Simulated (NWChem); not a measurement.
# GeH3O2F (SMILES [OH][GeH]([OH])[F]): levels of theory compared

Wanted: a comparison of 6 runs (HF/STO-3G, HF/3-21G, B3LYP/6-31G*, B3LYP/def2-SVP, M06-2X/def2-SVP) of GeH3O2F. 

Program for the calculation: NWChem 7.3.0.

46 further runs of the same task are left out: 46 set aside as unsound or not needed.

## (1) The system as given

GeH3O2F: 7 atoms, total charge 0, spin state singlet. SMILES: `[OH][GeH]([OH])[F]`. The Ge2–F4 distance was set to 3.124 Å, away from the relaxed value. At this shape a bond of the SMILES string is far longer than usual.

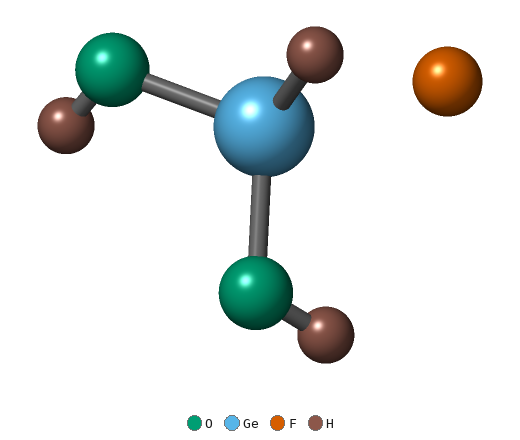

The structure, seen from a chosen angle (oxygen teal, germanium blue, fluorine orange, hydrogen brown).

## (2) The energy at HF/STO-3G (run 1)

Contents of fgeh3o2.nw:

```
start fgeh3o2
title "FGeH3O2 hf"
memory 2200 mb
geometry units au noautosym nocenter noautoz
O      1.07595336     4.05628201    -1.14126608
Ge     1.53969215     1.85078265     1.29969316
O      4.61181992     0.66176697     1.06385534
F     -2.38162183    -2.42735321     0.21391700
H     -0.54221912     3.87014399    -1.94364379
H      1.11658248     2.81945626     3.97384460
H      5.15265953     0.44879484    -0.65711824
end
basis spherical bse
* library STO-3G
end
scf
thresh 1e-08
maxiter 80
end
task scf energy
```

The run is started by

```sh
$ nwchem fgeh3o2.nw > fgeh3o2.out
```

What it wrote:

```text
[...]
  functions       =    36
[...]
  wavefunction    = RHF
[...]
         Total SCF energy =  -2298.950574285317
      One-electron energy =  -3784.001298252421
      Two-electron energy =   1206.281249429768
 Nuclear repulsion energy =    278.769474537337
        Time for solution =      3.2s
[...]
```

Wall time 4.2 s (1 thread of Intel Xeon 6975P-C (Granite Rapids), shared host); peak memory 0.096 GiB.

## (3) A single-point energy at HF/3-21G (run 2)

Contents of work.xyz:

```xyz
7
FGeH3O2 hf
O      0.569370     2.146492    -0.603932
Ge     0.814770     0.979392     0.687768
O      2.440470     0.350192     0.562968
F     -1.260300    -1.284500     0.113200
H     -0.286930     2.047992    -1.028532
H      0.590870     1.491992     2.102868
H      2.726670     0.237492    -0.347732
```

Contents of run.py:

```python
from ase.io import read
from ase.calculators.nwchem import NWChem

atoms = read('work.xyz')

calc = NWChem(
    label='work',
    theory='scf',
    memory='2200 mb',
    basis='3-21G',
    basispar='spherical bse',
    scf={'nopen': '0', 'rhf': None, 'thresh': '1e-08', 'maxiter': '80'},
    task='energy',
)
atoms.calc = calc

print("Total energy (eV):", round(atoms.get_potential_energy(), 6))
print("dipole (e A):", atoms.get_dipole_moment().round(4))
```

The run is started by

```sh
$ export ASE_NWCHEM_COMMAND="nwchem PREFIX.nwi > PREFIX.nwo"
$ python run.py
```

What it wrote:

```text
Total energy (eV): -62988.00722
dipole (e A): [ 0.5516  0.9983 -0.0247]
```

The calculator wrote work.nwi:

```
title "work"

permanent_dir work

scratch_dir work

start work

geometry units angstrom nocenter noautosym noautoz
  O  5.6937000000000004e-01 2.1464919999999998e+00 -6.0393200000000002e-01
  Ge 8.1476999999999999e-01 9.7939200000000004e-01 6.8776800000000005e-01
  O  2.4404699999999999e+00 3.5019200000000000e-01 5.6296800000000002e-01
  F  -1.2603000000000000e+00 -1.2845000000000000e+00 1.1320000000000000e-01
  H  -2.8693000000000002e-01 2.0479919999999998e+00 -1.0285320000000000e+00
  H  5.9087000000000001e-01 1.4919920000000000e+00 2.1028680000000000e+00
  H  2.7266699999999999e+00 2.3749200000000001e-01 -3.4773199999999999e-01
end

memory 2200 mb

basis spherical bse noprint
   * library 3-21G
end

scf
  nopen 0
  rhf
  thresh 1e-08
  maxiter 80
end

task scf energy
```

work.nwo:

```text
Northwest Computational Chemistry Package (NWChem) 7.3.0
             --------------------------------------------------------

           Job information
           ---------------

    nwchem branch   = 7.3.0
    use scalapack   = T
    input           = work.nwi
    prefix          = work.
    data base       = work/work.db
    status          = startup
    nproc           =        1

           Memory information
           ------------------

    heap     =     72089600 doubles =      550.0 Mbytes
    stack    =     72089597 doubles =      550.0 Mbytes
    global   =    144179200 doubles =     1100.0 Mbytes (distinct from heap & stack)
    total    =    288358397 doubles =     2200.0 Mbytes
    verify   = yes
    hardfail = no

           Directory information
           ---------------------

  0 permanent = work
  0 scratch   = work

                                NWChem Input Module
                                -------------------

                                       work
                                       ----

[... 121 lines left out ...]
 Convergence threshold     :          1.000E-08
[... 12 lines left out ...]
       Final RHF  results
[... 3 lines left out ...]
      One-electron energy =  -3783.992709972827
[... 1 line left out ...]
 Nuclear repulsion energy =    278.769494891823
[... 48 lines left out ...]
                       ROHF Final Molecular Orbital Analysis
[... 192 lines left out ...]
 moments of inertia (a.u.)
 ------------------
         529.949058189215        -218.479470395321         -69.614566275326
        -218.479470395321         562.620168887670          27.312452477614
         -69.614566275326          27.312452477614         880.130426975917

  Mulliken analysis of the total density
  --------------------------------------

    Atom       Charge   Shell Charges
 -----------   ------   -------------------------------------------------------
    1 O    8     8.81   1.99  0.41  2.08  1.49  2.84
    2 Ge  32    30.59   2.00  2.00  5.99  2.00  5.95  0.75  1.13  0.35  0.46  9.96
    3 O    8     8.81   1.99  0.41  2.08  1.49  2.83
    4 F    9     9.52   1.98  0.44  2.42  1.57  3.11
    5 H    1     0.56   0.41  0.15
    6 H    1     1.14   0.40  0.74
    7 H    1     0.57   0.41  0.16

       Multipole analysis of the density wrt the origin
       ------------------------------------------------

     L   x y z        total         open         nuclear
     -   - - -        -----         ----         -------
     0   0 0 0     -0.000000      0.000000     60.000000

     1   1 0 0      1.042433      0.000000     79.064756
[... 8 lines of this table left out ...]
     2   0 0 2    -22.605757      0.000000     93.941512

 Task  times  cpu:        2.8s     wall:        2.8s
 Total times  cpu:        2.8s     wall:        2.8s
```

It took 3.9 s on 1 thread of Intel Xeon 6975P-C (Granite Rapids), shared host; peak memory 0.098 GiB.

Runs 3 to 5 aren't shown in full; the table further down has their settings and results.

## (4) A single-point energy at M06-2X/def2-SVP (run 6)

Contents of fgeh3o2.nw:

```
start fgeh3o2
title "FGeH3O2 energy"
memory stack 880 mb heap 220 mb global 1100 mb
charge 0

geometry units angstrom noautosym nocenter noautoz
O        0.569370       2.146492      -0.603932
Ge       0.814770       0.979392       0.687768
O        2.440470       0.350192       0.562968
F       -1.260300      -1.284500       0.113200
H       -0.286930       2.047992      -1.028532
H        0.590870       1.491992       2.102868
H        2.726670       0.237492      -0.347732
end

basis spherical bse
* library def2-SVP
end

dft
xc m06-2x
grid xfine
convergence energy 1e-08
maxiter 100
mulliken
end

task dft energy
```

The run is started by

```sh
$ nwchem fgeh3o2.nw > fgeh3o2.out
```

What it wrote:

```text
[...]
          Wavefunction type:  closed shell.
          No. of atoms     :     7
          No. of electrons :    60
[...]
          Charge           :     0
          Spin multiplicity:     1
[...]
          AO basis - number of functions:    89
[...]
              XC Information
              --------------
                       M06-2X Method XC Functional
                     Hartree-Fock (Exact) Exchange  0.540
                        M06-2X Exchange Functional  1.000
                      M06-2X Correlation Potential  1.000
[...]
 d= 0,ls=0.0,diis     1  -2328.2303004565 -2.61D+03  5.45D-02  1.63D+00     2.8
[...]
 d= 0,ls=0.5,diis    36  -2328.4500487498 -8.59D-09  1.98D-06  9.74D-09   102.0
         Total DFT energy =    -2328.450048753883
      One electron energy =    -3796.820506967951
           Coulomb energy =     1297.374126606260
    Exchange-Corr. energy =     -107.773163284015
 Nuclear repulsion energy =      278.769494891824
[...]
      Total Density - Mulliken Population Analysis
     ---------------------------------------------
    Atom       Charge   Shell Charges
 -----------   ------   -------------------------------------------------------
    1 O    8     8.46   1.99  1.07  0.69  2.85  1.85  0.01
    2 Ge  32    31.04   2.00  2.00  1.99  1.03  0.15  6.00  5.98  1.02  0.58  8.17  1.80  0.33
    3 O    8     8.44   1.99  1.07  0.68  2.85  1.84  0.01
    4 F    9     9.53   1.99  1.10  0.90  3.25  2.29  0.00
    5 H    1     0.75   0.65  0.04  0.07
    6 H    1     1.01   0.70  0.30  0.01
    7 H    1     0.76   0.65  0.04  0.07
[...]
```

Wall time 1.8 min (1 thread of Intel Xeon 6975P-C (Granite Rapids), shared host); peak memory 0.13 GiB.

## (5) The series

```csv
run,level,iteration cap,module,energy (Eh),dipole moment (D),HOMO energy (eV),LUMO energy (eV),wall time
1,HF/STO-3G,80,scf,-2298.950574,1.99,-4.33,2.60,4.2 s
2,HF/3-21G,80,scf,-2314.766589,5.48,-9.20,-0.83,3.9 s
3,B3LYP/6-31G* (spherical functions),100,dft,-2328.746128,5.16,–,–,33 s
4,B3LYP/6-31G* (Cartesian functions),100,dft,-2328.756478,5.16,-6.68,-4.10,39 s
5,B3LYP/def2-SVP,100,dft,-2328.598840,5.40,-6.74,-4.16,33 s
6,M06-2X/def2-SVP,100,dft,-2328.450049,6.13,-8.20,-2.99,1.8 min
```

## (6) Results

| quantity | value |
| --- | --- |
| run 6: total energy | -2328.45005 Eh |
| run 6: dipole moment | 6.13 D |
| run 6: HOMO energy | -8.20 eV |
| run 6: LUMO energy | -2.99 eV |
| run 6: HOMO–LUMO gap | 5.21 eV |

The dipole moment (its size) runs from 1.99 D (HF/STO-3G) to 6.13 D (M06-2X/def2-SVP). The two ends differ in method and basis. Over runs 1, 2, 4, 5, 6 the HOMO–LUMO gap runs from 2.58 eV (B3LYP/def2-SVP) to 8.37 eV (HF/3-21G). Totals of different functionals can't be ranked against each other. In run 1 the basis is minimal, so the values are rough. In runs 1, 2, 3, 4, 5, 6 a closed-shell determinant meets a far-stretched bond, which it describes badly. All runs together took 3.6 min, the longest 1.8 min.
